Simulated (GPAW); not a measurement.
Consider TiTe2 (P-3m1).

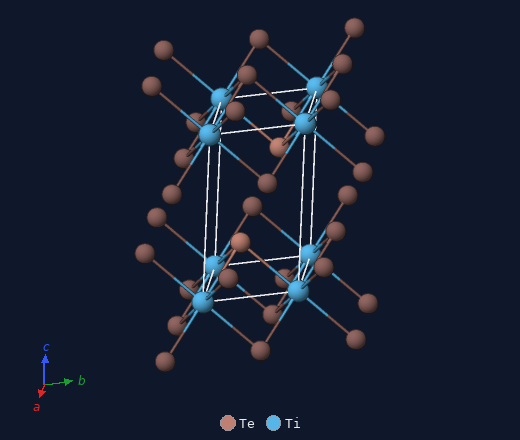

The structure (tellurium pink, titanium blue). Some periodic images of atoms are drawn too.

```
Te Ti
1.0
     3.77700    0.00000    0.00000
    -1.88850    3.27098    0.00000
     0.00000    0.00000    6.49800
Te Ti
2 1
Direct
  0.33333 0.66667 0.73720
  0.66667 0.33333 0.26280
  0.00000 0.00000 0.00000
```

Absorber: atom 1, with 3 Ti at 2.77 Å (pyramidal, site symmetry 3m). Method: GPAW, revPBE, excited-electron core hole (neutral cell), 12-atom cell with 7.5 Å between holes, 3×3×3 k points, dipole transitions, Gaussian full width 9.89 eV.

Where do the maxima of the Te K edge fall?

Main maxima up to 27 eV above the zero (height): 11.4 eV (1.16). A K edge sees empty p states on the absorber. 

The Te K spectrum (energy from the lowest empty level; intensity scaled to a mean of 1 over the first 20 eV; polarised curves are means over the symmetry-equivalent atoms):

```
E (eV)  isotropic  ε ⊥ c  ε ∥ c
  -2.0       0.35   0.37   0.31
  -0.5       0.49   0.50   0.45
   1.0       0.63   0.64   0.60
   2.5       0.76   0.76   0.74
   4.0       0.87   0.87   0.88
   5.5       0.97   0.96   0.98
   7.0       1.05   1.04   1.07
   8.5       1.11   1.11   1.12
  10.0       1.15   1.15   1.15
  11.5       1.16   1.17   1.15
  13.0       1.15   1.16   1.13
  14.5       1.11   1.12   1.09
  16.0       1.06   1.07   1.05
  17.5       1.03   1.03   1.02
  19.0       1.01   1.01   1.02
  20.5       1.02   1.00   1.04
  22.0       1.04   1.02   1.08
  23.5       1.08   1.06   1.13
  25.0       1.13   1.11   1.16
  26.5       1.17   1.16   1.18
  28.0       1.19   1.19   1.19
  29.5       1.19   1.21   1.17
  31.0       1.16   1.18   1.13
```

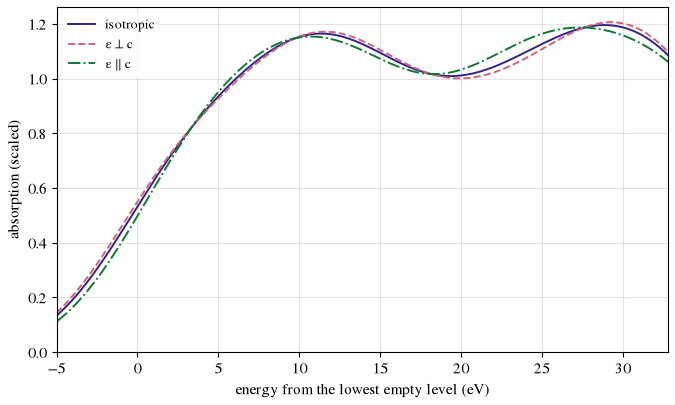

The Te K edge.

The script folds with a Gaussian, whereas the core hole's own line is a Lorentzian, so the onset is too steep and the first peak too high. The unit cell's mesh shows no gap over 0.35 eV. That is right for a metallic compound; for a small-gap or correlated insulator it would be the fault of the functional or of the assumed magnetic order, and the hole would be screened too well. The structure is a published determination, not relaxed.

[Banner, clock and machine lines of the logs are left out without a mark of their own.]

[Logs are printed without paths, hosts, clocks, repeated set-up lines and the standing remarks that a program may print on its own settings, such as how far it seeks lower states.]

[Hosts, paths, dates, database ids (printed as entryN), source tags and the programs' standing remarks are cut or masked in the printed files.]

[Lists of maxima count a maximum above −3 eV only where it reaches 4 % of the highest in the window and stands out from its surroundings by 2 % of it (1.5 % where it reaches 55 %); shoulders and weaker maxima are passed over, and of the rest the first, up to two pre-edge ones and the few strongest are named.]
